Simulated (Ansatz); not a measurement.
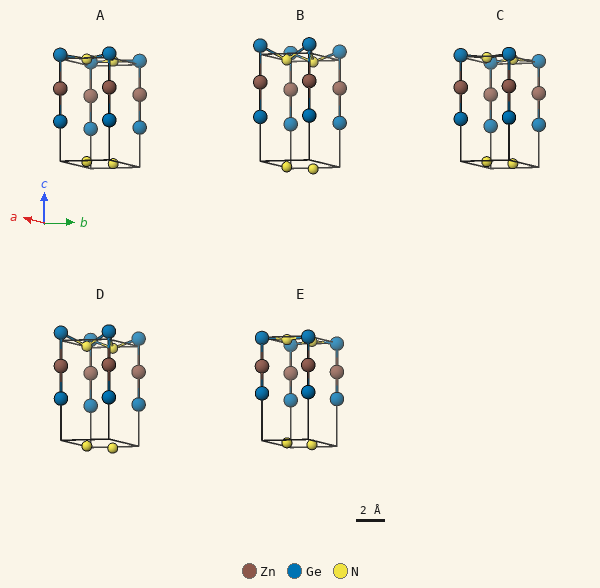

5 geometries from one relaxation of a crystal of ZnGe2N2 (a generated structure, set up in P6mm) (coarse preliminary run), in shuffled order. A ball-and-stick model of the cell of the calculation, seen from a free direction.

Theory: Ansatz 0.2.0, DFT PBE, scalar-relativistic, plane waves, PAW. (plane-wave cutoff 420 eV; k-point mesh 6 × 6 × 2; occupations gaussian; smearing width 0.1 eV; no spin polarisation; cell and atoms relaxed; force threshold 0.04 eV/Å; at most 70 steps)

Question: Order the frames from highest to lowest energy.

Answer: E, C, A, B, D. They are steps 0, 2, 4, 6, 11, at +2.799 eV per cell of the calculation, +0.619 eV per cell of the calculation, +0.394 eV per cell of the calculation, +0.243 eV per cell of the calculation relative to the last. The energy falls by 2.799 eV per cell of the calculation in 10 accepted moves (11 points after the start). Largest force component: 6.2 eV/Å at the start, 0.03 eV/Å at the end. Pressure: 26.81 GPa at the start and 0.15 GPa at the end. The SCF was repeated once at an unchanged geometry on a basis and grid sized afresh for the cell, which shifted the energy by 6.4 meV per cell of the calculation at most. A Ge atom moves most relative to the cell: 0.63 Å along +c. By element the largest moves are Ge 0.63 Å, N 0.26 Å, Zn 0.19 Å. The volume changes by +3.9 %, with a = b 3.438 → 3.564 Å (+3.7 %), c 7.745 → 7.485 Å (−3.4 %). Some distances before and after: Ge–Ge 3.594 → 2.550 Å, Ge–Zn 2.027 → 2.442 Å, Ge–Zn 2.124 → 2.493 Å, Ge–N 1.985 → 2.234 Å. Among the angles between lasting bonds that change: Ge–N–Ge 120.0° → 105.8°. The space group stays P6mm (No. 183).

Limits of the set-up: the k-point mesh is coarse for a cell with partly filled bands.
